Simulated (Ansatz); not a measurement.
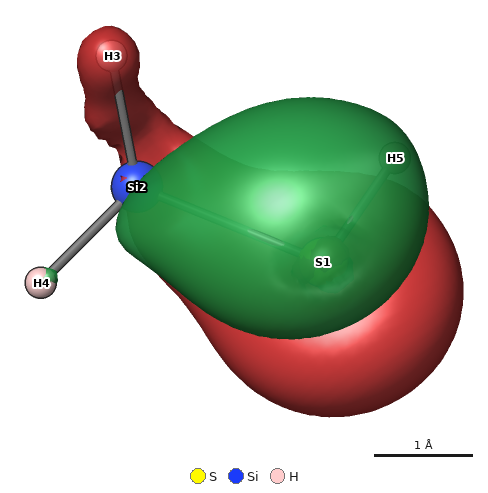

Figure 1: H₃SSi (doublet). One frontier orbital at ±0.1 Å⁻³ᐟ² (green and red are the two phases), seen across its widest extent.

Geometry: B3LYP/6-31G*.

Method: isolated molecule in a Gaussian basis; Kohn-Sham density functional theory, functional PBE0 (Ansatz).

```xyz
5

S    -1.2558    1.2064   -0.7423
Si   -0.6831   -0.5390   -1.8822
H    -0.8395   -1.7867   -1.0714
H     0.7573   -0.3187   -2.1952
H    -2.4852    0.7668   -0.3935
```

Q: Which orbital is it: HOMO (β) or LUMO (β)?

A: The HOMO (β), at −7.89 eV. It lies mainly on S1 (about 80 %) and Si2 (about 15 %); largely a lone pair of S1.
